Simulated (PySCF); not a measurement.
**CH₇BNP: core binding energies at several levels of theory**

How much do the core binding energies of CH₇BNP (`CNBP`) depend on the level of theory, and what does each level cost?

The runs use PySCF 2.14.0, with density-fitted response routines of our own; the level of theory stands in each step. All values are computed, except where a source is named. Atoms are numbered from 0 throughout.

### Step 1. The molecule as given

11 atoms, charge 0, multiplicity 1; geometry from: PBE0-D3(BJ)/def2-SVP.

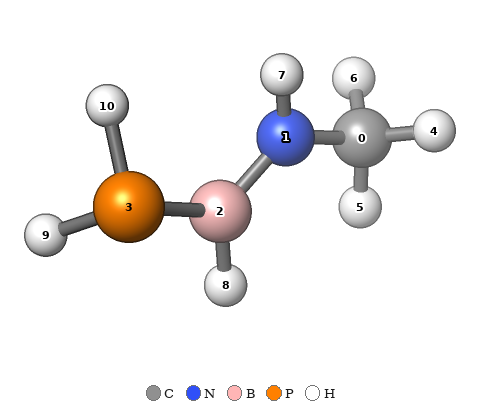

The starting geometry (carbon grey, nitrogen blue, boron pink, phosphorus orange, hydrogen white), atoms numbered.

### Step 2. Core holes by ΔSCF: SCAN, X2C

What the job is given:

```
{"job": {"kind": "xps"}, "charge": 0, "multiplicity": 1}
C     -1.670886     0.148510    -0.204181
N     -0.286797     0.256750     0.188288
B      0.826424     0.045596    -0.617227
P      2.627949     0.383868    -0.025570
H     -2.203289     1.109429    -0.101106
H     -1.727854    -0.158696    -1.256790
H     -2.210219    -0.600567     0.400114
H     -0.156399     0.517862     1.160204
H      0.650977    -0.269162    -1.774026
H      3.183857    -0.852680    -0.465929
H      2.493282    -0.011471     1.341296
```

With the program's defaults for keys left out, this is: delta-SCF UKS SCAN, pcX-2 on the ionised atom, pcseg-1 elsewhere, spin-free X2C.

Started as:

```sh
$ OMP_NUM_THREADS=1 python probes_run.py task.json out
```

This one command runs all jobs of the session in turn.

Log:

```text
ground state, core basis on atom 0 (C), 126 functions
  cycle   1  E = -463.98074750  |g| = 3.74e-01
  cycle   2  E = -463.96043420  |g| = 4.74e-01
  cycle   3  E = -464.01793773  |g| = 9.84e-02
  cycle   4  E = -464.02036903  |g| = 3.01e-02
  cycle   5  E = -464.02060461  |g| = 7.37e-03
  cycle   6  E = -464.02062076  |g| = 2.26e-03
  cycle   7  E = -464.02062297  |g| = 6.90e-04
  cycle   8  E = -464.02062367  |g| = 1.84e-04
  E(ground) = -464.04886421 Eh
hole in C 1s of atom 0
  cycle   1  E = -452.74068140  |g| = 1.50e+00
  cycle   2  E = -450.32257701  |g| = 2.39e+00
  cycle   3  E = -452.87781756  |g| = 8.47e-01
  cycle   4  E = -453.22404567  |g| = 4.15e-01
  cycle   5  E = -453.28948975  |g| = 1.13e-01
  cycle   6  E = -453.29468705  |g| = 3.26e-02
  cycle   7  E = -453.29537243  |g| = 1.06e-02
  cycle   8  E = -453.29544887  |g| = 5.09e-03
  cycle   9  E = -453.29546604  |g| = 1.95e-03
  cycle  10  E = -453.29547078  |g| = 9.45e-04
  cycle  11  E = -453.29547173  |g| = 2.26e-04
  E(ion) = -453.32242364 Eh   <S^2> = 0.7702   hole on atom = 1.000   binding energy = 291.881 eV
ground state, core basis on atom 1 (N), 126 functions
  cycle   1  E = -464.03311558  |g| = 7.38e-02
  cycle   2  E = -464.03306708  |g| = 2.38e-02
  cycle   3  E = -464.03303810  |g| = 2.70e-02
  cycle   4  E = -464.03319113  |g| = 4.82e-03
  cycle   5  E = -464.03319606  |g| = 2.78e-04
  E(ground) = -464.05977360 Eh
hole in N 1s of atom 1
  cycle   1  E = -448.43205906  |g| = 1.87e+00
  cycle   2  E = -447.47699806  |g| = 2.20e+00
  cycle   3  E = -449.01719154  |g| = 4.72e-01
  cycle   4  E = -449.03985623  |g| = 3.58e-01
  cycle   5  E = -449.13930572  |g| = 6.89e-02
  cycle   6  E = -449.14247163  |g| = 1.28e-02
  cycle   7  E = -449.14257306  |g| = 5.03e-03
  cycle   8  E = -449.14259262  |g| = 1.37e-03
  cycle   9  E = -449.14259346  |g| = 5.94e-04
  cycle  10  E = -449.14259435  |g| = 2.27e-04
  E(ion) = -449.16822025 Eh   <S^2> = 0.7657   hole on atom = 1.000   binding energy = 405.220 eV
ground state, core basis on atom 2 (B), 126 functions
  cycle   1  E = -464.01398342  |g| = 5.12e-02
  cycle   2  E = -464.01372077  |g| = 3.94e-02
  cycle   3  E = -464.01406021  |g| = 2.13e-02
  cycle   4  E = -464.01418663  |g| = 5.62e-03
  cycle   5  E = -464.01419465  |g| = 7.01e-04
  cycle   6  E = -464.01419624  |g| = 1.29e-04
  E(ground) = -464.04367092 Eh
hole in B 1s of atom 2
  cycle   1  E = -456.41189541  |g| = 1.17e+00
  cycle   2  E = -455.12258426  |g| = 1.79e+00
  cycle   3  E = -456.71599922  |g| = 4.11e-01
  cycle   4  E = -456.75808053  |g| = 3.42e-01
  cycle   5  E = -456.82423150  |g| = 1.57e-01
  cycle   6  E = -456.83676243  |g| = 3.19e-02
  cycle   7  E = -456.83759917  |g| = 1.28e-02
  cycle   8  E = -456.83784487  |g| = 9.32e-03
  cycle   9  E = -456.83803411  |g| = 5.87e-03
  cycle  10  E = -456.83813871  |g| = 2.67e-03
  cycle  11  E = -456.83814463  |g| = 1.01e-03
  cycle  12  E = -456.83814570  |g| = 5.20e-04
  cycle  13  E = -456.83814640  |g| = 1.30e-04
  E(ion) = -456.86794985 Eh   <S^2> = 0.8500   hole on atom = 1.000   binding energy = 195.261 eV
ground state, core basis on atom 3 (P), 137 functions
  cycle   1  E = -464.13332993  |g| = 3.39e-01
  cycle   2  E = -464.13327729  |g| = 3.10e-02
  cycle   3  E = -464.13294822  |g| = 4.70e-02
  cycle   4  E = -464.13357216  |g| = 7.40e-03
  cycle   5  E = -464.13358417  |g| = 3.41e-03
  cycle   6  E = -464.13358625  |g| = 2.71e-04
  E(ground) = -464.13214171 Eh
hole in P 1s of atom 3
  cycle   1  E = -383.99751056  |g| = 4.72e+00
  cycle   2  E = -383.09628504  |g| = 2.42e+00
  cycle   3  E = -381.91121357  |g| = 2.04e+00
  cycle   4  E = -385.09109552  |g| = 3.01e-01
  cycle   5  E = -385.09917829  |g| = 2.63e-01
  cycle   6  E = -385.13891055  |g| = 7.90e-02
  cycle   7  E = -385.14170881  |g| = 3.20e-02
  cycle   8  E = -385.14217302  |g| = 7.75e-03
  cycle   9  E = -385.14220683  |g| = 1.37e-03
  cycle  10  E = -385.14220763  |g| = 4.60e-04
  E(ion) = -385.14172900 Eh   <S^2> = 0.7519   hole on atom = 1.000   binding energy = 2149.439 eV
hole in P 2p of atom 3
  cycle   1  E = -458.73439803  |g| = 1.38e+00
  cycle   2  E = -458.57738298  |g| = 1.20e+00
  cycle   3  E = -459.02660714  |g| = 4.11e-01
  cycle   4  E = -459.10149999  |g| = 1.99e-01
  cycle   5  E = -459.11791738  |g| = 6.29e-02
  cycle   6  E = -459.11998114  |g| = 1.96e-02
  cycle   7  E = -459.12018660  |g| = 5.69e-03
  cycle   8  E = -459.12020399  |g| = 2.03e-03
  cycle   9  E = -459.12020748  |g| = 8.15e-04
  cycle  10  E = -459.12020827  |g| = 3.03e-04
  E(ion) = -459.13041210 Eh   <S^2> = 0.7536   hole on atom = 1.002   binding energy = 136.104 eV
  2p3/2 = 135.878 eV   2p1/2 = 136.771 eV
```

Run time: 23 s. Hardware: 1 thread of Arm Neoverse V1, shared host; peak memory 0.5 GiB.

The holes in one table. −ε is the ground-state orbital energy:

| hole | stands for | environment | ΔSCF (eV; 2p as the shell's mean) | −ε (eV) | ⟨S²⟩ |
| --- | --- | --- | --- | --- | --- |
| C1s on C0 | C0 | methyl carbon bonded to N | 291.88 | 274.6 | 0.770 |
| N1s on N1 | N1 | nitrogen bonded to C, B, H | 405.22 | 386.4 | 0.766 |
| B1s on B2 | B2 | boron bonded to N, P, H | 195.26 | 179.9 | 0.850 |
| P1s on P3 | P3 | phosphorus bonded to B, 2 H | 2149.44 | 2092.1 | 0.752 |
| P2p on P3 | P3 | phosphorus bonded to B, 2 H | 136.18 | 125.1 | 0.754 |

With the spin-orbit splitting: P3 2p3/2 135.88, 2p1/2 136.77 eV. The table gives each 2p level as the mean over the whole 2p shell (two parts 2p3/2, one part 2p1/2), which differs a little from the single hole in the log.

### Step 3. X-ray photoelectron lines: B3LYP, X2C

Settings changed since step 2:

```diff
@@ -1,2 +1,2 @@
-{"job": {"kind": "xps"}, "charge": 0, "multiplicity": 1}
+{"job": {"kind": "xps", "xc": "B3LYP"}, "charge": 0, "multiplicity": 1}
 C     -1.670886     0.148510    -0.204181
```

With the program's defaults for keys left out, this is: delta-SCF UKS B3LYP, pcX-2 on the ionised atom, pcseg-1 elsewhere, spin-free X2C.

Log:

```text
ground state, core basis on atom 0 (C), 126 functions
  cycle   1  E = -464.07922643  |g| = 3.03e-01
  cycle   2  E = -464.07375991  |g| = 3.53e-01
  cycle   3  E = -464.10450345  |g| = 7.19e-02
  cycle   4  E = -464.10563428  |g| = 2.33e-02
  cycle   5  E = -464.10577089  |g| = 4.67e-03
  cycle   6  E = -464.10577847  |g| = 1.13e-03
  cycle   7  E = -464.10577900  |g| = 1.99e-04
  E(ground) = -464.10560310 Eh
hole in C 1s of atom 0
  cycle   1  E = -452.82852772  |g| = 1.51e+00
  cycle   2  E = -450.99988168  |g| = 2.29e+00
  cycle   3  E = -453.15079081  |g| = 6.36e-01
  cycle   4  E = -453.32143610  |g| = 3.66e-01
  cycle   5  E = -453.37332858  |g| = 7.30e-02
  cycle   6  E = -453.37578191  |g| = 1.87e-02
  cycle   7  E = -453.37599136  |g| = 4.06e-03
  cycle   8  E = -453.37600611  |g| = 1.13e-03
  cycle   9  E = -453.37600720  |g| = 6.14e-04
  cycle  10  E = -453.37600694  |g| = 2.78e-04
  E(ion) = -453.37588464 Eh   <S^2> = 0.7602   hole on atom = 1.000   binding energy = 291.971 eV
ground state, core basis on atom 1 (N), 126 functions
  cycle   1  E = -464.11661345  |g| = 5.36e-02
  cycle   2  E = -464.11649717  |g| = 2.98e-02
  cycle   3  E = -464.11651333  |g| = 2.83e-02
  cycle   4  E = -464.11667856  |g| = 7.92e-04
  cycle   5  E = -464.11667756  |g| = 1.63e-04
  E(ground) = -464.11634465 Eh
hole in N 1s of atom 1
  cycle   1  E = -448.52481259  |g| = 1.88e+00
  cycle   2  E = -447.85648529  |g| = 2.09e+00
  cycle   3  E = -449.17133557  |g| = 3.43e-01
  cycle   4  E = -449.20508999  |g| = 1.76e-01
  cycle   5  E = -449.22770133  |g| = 3.84e-02
  cycle   6  E = -449.22858612  |g| = 4.72e-03
  cycle   7  E = -449.22859935  |g| = 1.93e-03
  cycle   8  E = -449.22860306  |g| = 4.91e-04
  E(ion) = -449.22829973 Eh   <S^2> = 0.7587   hole on atom = 1.000   binding energy = 405.124 eV
ground state, core basis on atom 2 (B), 126 functions
  cycle   1  E = -464.10094854  |g| = 3.68e-02
  cycle   2  E = -464.10082856  |g| = 3.06e-02
  cycle   3  E = -464.10098958  |g| = 1.56e-02
  cycle   4  E = -464.10104297  |g| = 2.65e-03
  cycle   5  E = -464.10104442  |g| = 2.62e-04
  E(ground) = -464.10055934 Eh
hole in B 1s of atom 2
  cycle   1  E = -456.48395713  |g| = 1.18e+00
  cycle   2  E = -455.49889201  |g| = 1.67e+00
  cycle   3  E = -456.83578328  |g| = 3.43e-01
  cycle   4  E = -456.90099956  |g| = 1.39e-01
  cycle   5  E = -456.91037666  |g| = 9.54e-02
  cycle   6  E = -456.91463611  |g| = 1.51e-02
  cycle   7  E = -456.91479942  |g| = 4.07e-03
  cycle   8  E = -456.91483283  |g| = 2.27e-03
  cycle   9  E = -456.91485391  |g| = 1.17e-03
  cycle  10  E = -456.91486199  |g| = 3.75e-04
  E(ion) = -456.91435406 Eh   <S^2> = 0.7750   hole on atom = 1.000   binding energy = 195.547 eV
ground state, core basis on atom 3 (P), 137 functions
  cycle   1  E = -464.19983227  |g| = 1.93e-01
  cycle   2  E = -464.19993968  |g| = 3.47e-02
  cycle   3  E = -464.19996602  |g| = 2.12e-02
  cycle   4  E = -464.20003996  |g| = 8.31e-03
  cycle   5  E = -464.20005633  |g| = 1.34e-03
  cycle   6  E = -464.20005649  |g| = 1.93e-04
  E(ground) = -464.20003660 Eh
hole in P 1s of atom 3
  cycle   1  E = -384.13557573  |g| = 4.76e+00
  cycle   2  E = -384.52810978  |g| = 2.05e+00
  cycle   3  E = -385.04689687  |g| = 6.73e-01
  cycle   4  E = -385.21573542  |g| = 3.37e-01
  cycle   5  E = -385.26452673  |g| = 1.33e-01
  cycle   6  E = -385.27263981  |g| = 1.27e-02
  cycle   7  E = -385.27271990  |g| = 5.39e-03
  cycle   8  E = -385.27273624  |g| = 7.82e-04
  cycle   9  E = -385.27273715  |g| = 2.57e-04
  E(ion) = -385.27268424 Eh   <S^2> = 0.7517   hole on atom = 1.000   binding energy = 2147.723 eV
hole in P 2p of atom 3
  cycle   1  E = -458.82678929  |g| = 1.37e+00
  cycle   2  E = -458.84657143  |g| = 1.07e+00
  cycle   3  E = -459.17540651  |g| = 2.32e-01
  cycle   4  E = -459.19371006  |g| = 1.46e-01
  cycle   5  E = -459.20287093  |g| = 3.32e-02
  cycle   6  E = -459.20344544  |g| = 4.93e-03
  cycle   7  E = -459.20345815  |g| = 8.55e-04
  cycle   8  E = -459.20345939  |g| = 4.05e-04
  E(ion) = -459.20341703 Eh   <S^2> = 0.7522   hole on atom = 1.002   binding energy = 135.965 eV
  2p3/2 = 135.738 eV   2p1/2 = 136.624 eV
```

Wall time 23 s (1 thread of Arm Neoverse V1, shared host); peak memory 0.48 GiB.

Binding energies by hole, beside the orbital energy of the ground state; the difference holds orbital relaxation and, for a density functional, its self-interaction error:

| hole | stands for | environment | ΔSCF (eV; 2p as the shell's mean) | −ε (eV) | ⟨S²⟩ |
| --- | --- | --- | --- | --- | --- |
| C1s on C0 | C0 | methyl carbon bonded to N | 291.97 | 278.0 | 0.760 |
| N1s on N1 | N1 | nitrogen bonded to C, B, H | 405.12 | 390.1 | 0.759 |
| B1s on B2 | B2 | boron bonded to N, P, H | 195.55 | 183.5 | 0.775 |
| P1s on P3 | P3 | phosphorus bonded to B, 2 H | 2147.72 | 2101.6 | 0.752 |
| P2p on P3 | P3 | phosphorus bonded to B, 2 H | 136.03 | 127.3 | 0.752 |

With the spin-orbit splitting: P3 2p3/2 135.74, 2p1/2 136.62 eV. The table gives each 2p level as the mean over the whole 2p shell (two parts 2p3/2, one part 2p1/2), which differs a little from the single hole in the log.

### Step 4. Core-electron binding energies: PBE0, X2C

Settings changed since step 3:

```diff
@@ -1,2 +1,2 @@
-{"job": {"kind": "xps", "xc": "B3LYP"}, "charge": 0, "multiplicity": 1}
+{"job": {"kind": "xps", "xc": "PBE0"}, "charge": 0, "multiplicity": 1}
 C     -1.670886     0.148510    -0.204181
```

Level: delta-SCF UKS PBE0, pcX-2 on the ionised atom, pcseg-1 elsewhere, spin-free X2C.

Log:

```text
ground state, core basis on atom 0 (C), 126 functions
  cycle   1  E = -463.76982158  |g| = 2.62e-01
  cycle   2  E = -463.77266410  |g| = 2.59e-01
  cycle   3  E = -463.78978320  |g| = 5.42e-02
  cycle   4  E = -463.79038428  |g| = 2.14e-02
  cycle   5  E = -463.79049560  |g| = 3.69e-03
  cycle   6  E = -463.79050054  |g| = 9.18e-04
  cycle   7  E = -463.79050055  |g| = 1.74e-04
  E(ground) = -463.79035884 Eh
hole in C 1s of atom 0
  cycle   1  E = -452.53573813  |g| = 1.51e+00
  cycle   2  E = -451.37909002  |g| = 2.02e+00
  cycle   3  E = -452.94880001  |g| = 4.94e-01
  cycle   4  E = -453.04446645  |g| = 2.97e-01
  cycle   5  E = -453.08058427  |g| = 5.47e-02
  cycle   6  E = -453.08192223  |g| = 1.30e-02
  cycle   7  E = -453.08202483  |g| = 3.22e-03
  cycle   8  E = -453.08203458  |g| = 1.07e-03
  cycle   9  E = -453.08203685  |g| = 5.50e-04
  cycle  10  E = -453.08203668  |g| = 2.62e-04
  E(ion) = -453.08193988 Eh   <S^2> = 0.7634   hole on atom = 1.000   binding energy = 291.391 eV
ground state, core basis on atom 1 (N), 126 functions
  cycle   1  E = -463.80197452  |g| = 7.31e-02
  cycle   2  E = -463.80190730  |g| = 2.51e-02
  cycle   3  E = -463.80185188  |g| = 3.00e-02
  cycle   4  E = -463.80203451  |g| = 1.57e-03
  cycle   5  E = -463.80203342  |g| = 8.77e-05
  E(ground) = -463.80173510 Eh
hole in N 1s of atom 1
  cycle   1  E = -448.22418326  |g| = 1.88e+00
  cycle   2  E = -447.72076439  |g| = 1.97e+00
  cycle   3  E = -448.88245339  |g| = 3.18e-01
  cycle   4  E = -448.91569964  |g| = 1.36e-01
  cycle   5  E = -448.92882794  |g| = 3.18e-02
  cycle   6  E = -448.92942838  |g| = 3.74e-03
  cycle   7  E = -448.92943833  |g| = 1.65e-03
  cycle   8  E = -448.92944086  |g| = 5.16e-04
  cycle   9  E = -448.92944103  |g| = 1.71e-04
  E(ion) = -448.92915633 Eh   <S^2> = 0.7609   hole on atom = 1.000   binding energy = 404.703 eV
ground state, core basis on atom 2 (B), 126 functions
  cycle   1  E = -463.78553134  |g| = 5.03e-02
  cycle   2  E = -463.78537376  |g| = 3.62e-02
  cycle   3  E = -463.78556807  |g| = 2.10e-02
  cycle   4  E = -463.78566559  |g| = 2.04e-03
  cycle   5  E = -463.78566702  |g| = 1.96e-04
  E(ground) = -463.78523345 Eh
hole in B 1s of atom 2
  cycle   1  E = -456.19248470  |g| = 1.18e+00
  cycle   2  E = -455.40427183  |g| = 1.55e+00
  cycle   3  E = -456.55025870  |g| = 3.31e-01
  cycle   4  E = -456.61549380  |g| = 9.36e-02
  cycle   5  E = -456.62122675  |g| = 3.69e-02
  cycle   6  E = -456.62187162  |g| = 1.76e-02
  cycle   7  E = -456.62206967  |g| = 5.36e-03
  cycle   8  E = -456.62214291  |g| = 3.12e-03
  cycle   9  E = -456.62219996  |g| = 1.37e-03
  cycle  10  E = -456.62221099  |g| = 3.76e-04
  E(ion) = -456.62176240 Eh   <S^2> = 0.7945   hole on atom = 1.000   binding energy = 194.928 eV
ground state, core basis on atom 3 (P), 137 functions
  cycle   1  E = -463.88472219  |g| = 2.42e-01
  cycle   2  E = -463.88480097  |g| = 2.40e-02
  cycle   3  E = -463.88480755  |g| = 1.55e-02
  cycle   4  E = -463.88484134  |g| = 5.93e-03
  cycle   5  E = -463.88485003  |g| = 6.36e-04
  cycle   6  E = -463.88485097  |g| = 1.09e-04
  E(ground) = -463.88487832 Eh
hole in P 1s of atom 3
  cycle   1  E = -383.84733375  |g| = 4.75e+00
  cycle   2  E = -384.36364417  |g| = 1.92e+00
  cycle   3  E = -384.82832219  |g| = 5.66e-01
  cycle   4  E = -384.94750820  |g| = 2.72e-01
  cycle   5  E = -384.97996365  |g| = 9.85e-02
  cycle   6  E = -384.98438906  |g| = 9.06e-03
  cycle   7  E = -384.98443081  |g| = 3.61e-03
  cycle   8  E = -384.98443787  |g| = 5.55e-04
  cycle   9  E = -384.98443804  |g| = 2.30e-04
  E(ion) = -384.98442493 Eh   <S^2> = 0.7518   hole on atom = 1.000   binding energy = 2146.991 eV
hole in P 2p of atom 3
  cycle   1  E = -458.52123951  |g| = 1.36e+00
  cycle   2  E = -458.60360691  |g| = 9.80e-01
  cycle   3  E = -458.87727847  |g| = 1.97e-01
  cycle   4  E = -458.89062961  |g| = 1.22e-01
  cycle   5  E = -458.89707997  |g| = 2.64e-02
  cycle   6  E = -458.89744167  |g| = 3.83e-03
  cycle   7  E = -458.89744918  |g| = 7.68e-04
  cycle   8  E = -458.89744970  |g| = 3.53e-04
  E(ion) = -458.89744407 Eh   <S^2> = 0.7526   hole on atom = 1.002   binding energy = 135.715 eV
  2p3/2 = 135.486 eV   2p1/2 = 136.368 eV
```

Run time: 22 s. Hardware: 1 thread of Arm Neoverse V1, shared host; peak memory 0.49 GiB.

The holes in one table. −ε is the ground-state orbital energy:

| hole | stands for | environment | ΔSCF (eV; 2p as the shell's mean) | −ε (eV) | ⟨S²⟩ |
| --- | --- | --- | --- | --- | --- |
| C1s on C0 | C0 | methyl carbon bonded to N | 291.39 | 279.3 | 0.763 |
| N1s on N1 | N1 | nitrogen bonded to C, B, H | 404.70 | 392.0 | 0.761 |
| B1s on B2 | B2 | boron bonded to N, P, H | 194.93 | 184.5 | 0.795 |
| P1s on P3 | P3 | phosphorus bonded to B, 2 H | 2146.99 | 2105.8 | 0.752 |
| P2p on P3 | P3 | phosphorus bonded to B, 2 H | 135.78 | 128.3 | 0.753 |

With the spin-orbit splitting: P3 2p3/2 135.49, 2p1/2 136.37 eV. The table gives each 2p level as the mean over the whole 2p shell (two parts 2p3/2, one part 2p1/2), which differs a little from the single hole in the log.

(Part 1 of 3 ends here.)
